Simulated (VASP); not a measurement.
Band structure of F$_{2}$ (space group C2/c). Computed with PBEsol GGA, VASP's PBE PAW potentials (set 64) (plane waves; VASP).

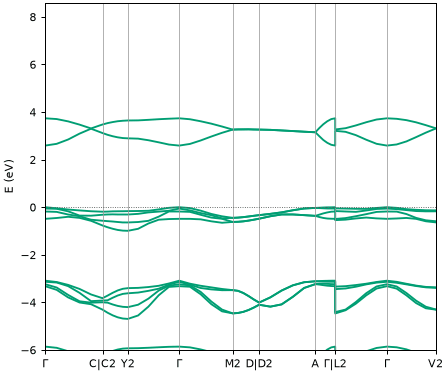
Figure: Bands along high-symmetry lines, zero at the valence-band maximum or, without a gap, the Fermi level

Q: Read the plot: is there a gap, and where are the band edges?

A: The gap is direct, 2.59 eV, from the valence maximum at Γ to the conduction minimum at Γ.

The structure comes from a computed database's F2 entry; how it stands against other phases isn't given here. The cell was not relaxed at this level.
